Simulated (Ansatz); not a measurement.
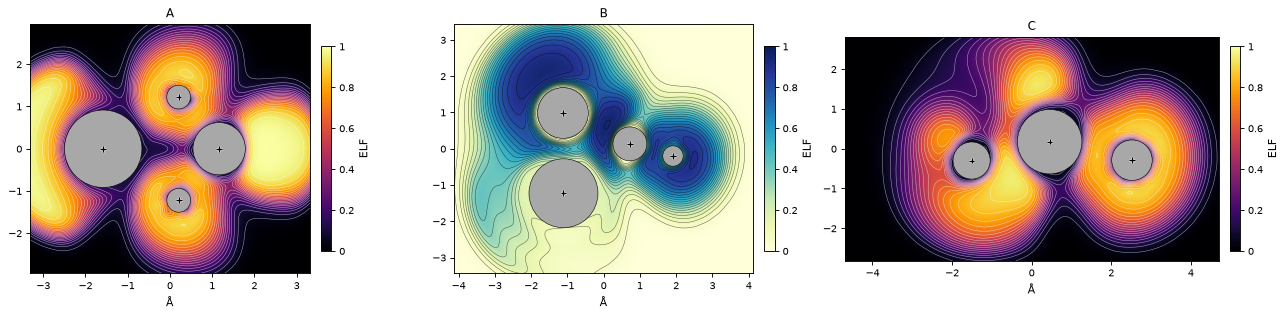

The electron localisation function of 3 systems, each on a plane through atoms (crosses mark nuclei in the plane; grey discs cover the cores).

These are results of Ansatz, isolated molecule in a Gaussian basis; Kohn-Sham density functional theory, functional PBE0, not measurements.

System 1: BCuHOSi (SMILES [O-][B]1[SiH+][Cu-]1) (charge −1), the plane of atoms B1, Cu2 and Si4. Geometry: r2SCAN-D4/def2-SVPD.

```yaml
atoms:
  - { symbol: B, position_ang: [-2.8504, 0.5373, -0.4888] }
  - { symbol: Cu, position_ang: [-1.1223, -0.9216, -0.1819] }
  - { symbol: O, position_ang: [-2.7776, 1.7386, -0.7860] }
  - { symbol: Si, position_ang: [-3.2752, -1.4293, -0.2100] }
  - { symbol: H, position_ang: [-3.2542, -1.2302, 1.3283] }
```

System 2: Al2BCl2H, the plane of atoms B3, Al1 and Cl4. Geometry: B3LYP/6-31G*.

```xyz
6

Al   -1.3158    0.2883    0.7666
Al    1.2401    0.8870   -0.2906
B    -0.5575    0.4501   -1.0963
Cl   -2.2214   -0.7696    2.3654
Cl    3.2950    0.5224    0.0838
H    -1.0001    1.4576   -1.5960
```

System 3: GaO2P (SMILES [O]1[P]2[O][Ga]12), the molecular plane. Geometry: r2SCAN-D4/def2-SVP.

```xyz
4

Ga   -2.3358    0.9151    0.6840
O    -4.3646    0.6203   -0.0120
O    -3.1395   -0.9686    1.3845
P    -4.5120   -0.7585    0.6880
```

Match each panel to its system.

Answer. Panel A is system 3, GaO2P: the plane holds Ga, O and P. P–O (1.55 Å): the ELF peaks at about 0.85 between the atoms, as expected for a polar covalent bond. Panel B is system 1, BCuHOSi: the plane holds B, Cu, O and Si. B–O (1.24 Å): the ELF peaks at about 0.85 between the atoms (a polar covalent bond). Panel C is system 2, Al2BCl2H: the plane holds Al, B and Cl. Al–B (2.02 Å): the ELF peaks at about 0.85 in the valence shell of B, 0.9 Å from its nucleus, and is about 0.80 at the midpoint.
